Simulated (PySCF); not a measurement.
**C3H8BO2Si (doublet): density, localisation and related maps**

The calculation's input:

```
{"job": {"kind": "epr", "basis": "pcH-1"}, "charge": 0, "multiplicity": 2}
O      0.547964    -2.327708     1.034697
B      0.338911    -1.084300     0.553379
O      1.379294    -0.323222     0.173705
Si     1.866704     1.122794    -0.350441
C     -1.150851    -0.572237     0.450772
C     -1.467492     0.859060     0.397222
C     -1.598393     0.115884    -0.846565
H      1.467126    -2.596154     1.076433
H      2.179518     0.928578    -1.768153
H      0.843728     2.150957    -0.160316
H      3.059583     1.385821     0.454446
H     -1.873498    -1.222102     0.942468
H     -2.174419     1.435532     0.955316
H     -2.581969    -0.099935    -1.252782
H     -0.840620     0.235023    -1.610304
```

Command:

```sh
OMP_NUM_THREADS=1 python probes_run.py task.json out
```

Geometry: GFN2-xTB.

The calculation used UKS B3LYP, pcH-1 on B C H O Si, non-relativistic, mean-field spin-orbit, GIAO (PySCF 2.14.0, density-fitted response routines).

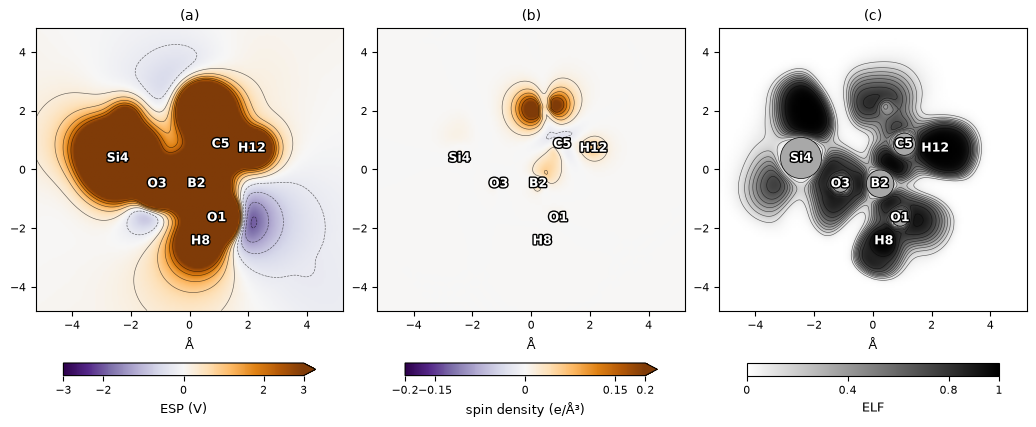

Figure 1. (a) molecular electrostatic potential; (b) spin density (α minus β); (c) electron localisation function on the plane of atoms B2, O1 and H8. Grey discs cover the atomic cores in the ELF map.

Question: Describe what can be read from this map.

Answer: The plane passes through O, B, Si, C and H nuclei.
B–O (1.34 Å): the ELF peaks at about 0.90 between the atoms, as expected for a polar covalent bond.
C–B (1.58 Å): the ELF peaks at about 1 between the atoms (a shared electron pair).
Si–O (1.61 Å): the ELF peaks at about 0.85 between the atoms (a polar covalent bond).
O–H (0.96 Å): the ELF climbs to about 1 towards the hydrogen, as it does in any bond to H; a covalent bond by its length.
C–H (1.09 Å): the ELF climbs to about 1 towards the hydrogen; an ordinary covalent bond to hydrogen.
The ELF also peaks beside O1 and O3, away from the bonds: non-bonding electrons, paired or unpaired.
The unpaired spin (1 electron) lies mostly on C6 (about 0.7), in electrons by Hirshfeld's partition.
Outside the dense part of the molecule the potential is most negative (−2.0 V) near O1.

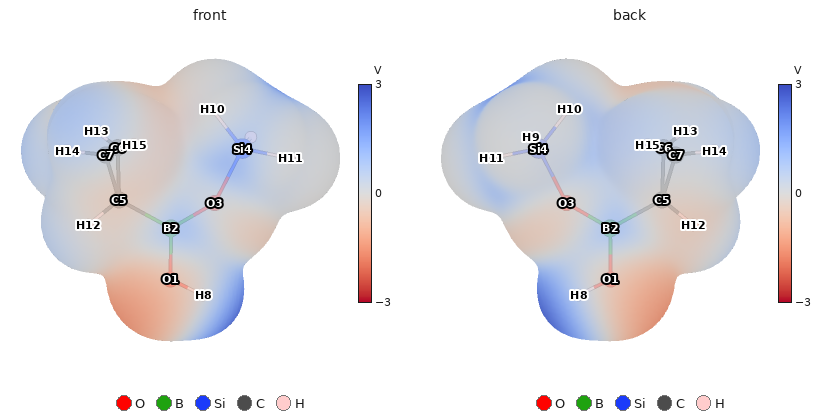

Figure 2. The molecular electrostatic potential painted on the density surface at 0.002 e/bohr³, seen from the front and from behind; the colour scale runs from red (negative) to blue (positive).

Question: Which sites attract a positive test charge, and which a negative one?

Answer: A positive charge is drawn to the negative regions and a negative charge to the positive ones. The most negative region (about −1.5 V) lies over O1, the most positive (about +2.4 V) over H8. O1 is the likeliest acceptor of a hydrogen bond.
